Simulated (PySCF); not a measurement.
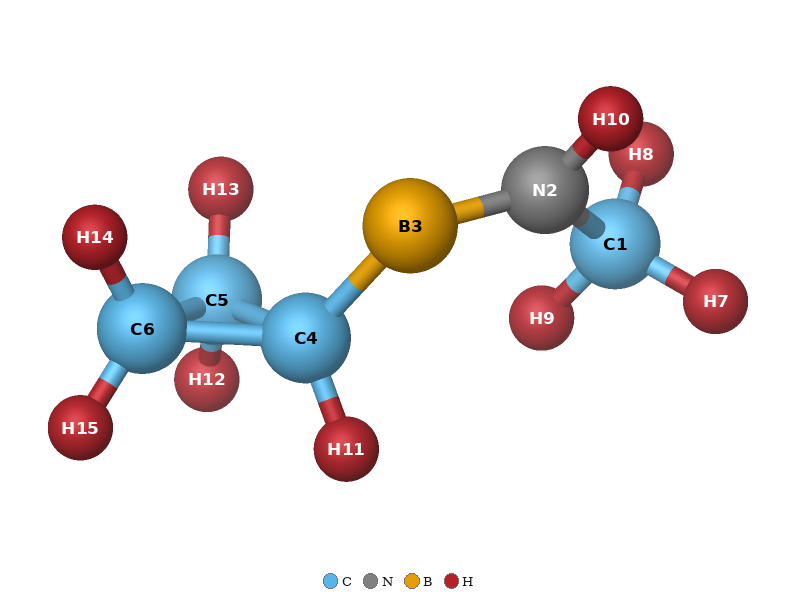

State: neutral, doublet. The computed structure is the end point of a GFN2-xTB optimisation. No frequency run is at hand to confirm it as a minimum. Level of theory: UKS B3LYP, pcH-1 on B C H N, non-relativistic (PySCF 2.14.0). Fermi-contact and spin-dipolar terms alone, no spin-orbit part.

### Which nucleus has the largest dipolar (anisotropic) hyperfine coupling?

11B at B3: principal values −40.5, −35.7, 76.2 MHz.

List the isotropic and dipolar parts for the most strongly coupled nuclei, one of each equivalent set.

```tsv
atom	isotope	a_iso (MHz)	dipolar part (MHz)
B3	11B	411.8	−40.5, −35.7, 76.2
H10	1H	38.5	−6.6, −5.0, 11.6
C4	13C	59.9	−6.0, −4.6, 10.5
C1	13C	46.9	−4.5, −4.0, 8.5
H11	1H	12.3	−4.9, −2.4, 7.3
H14	1H	−0.6	−3.8, −1.9, 5.7
C5	13C	8.4	−2.9, −2.5, 5.5
C6	13C	21.7	−2.6, −2.3, 4.9
```

The geometry is semi-empirical. Around B such bond lengths and angles can be off by a tenth of an ångström or more and by several degrees, and values that hang on the shape move with them.
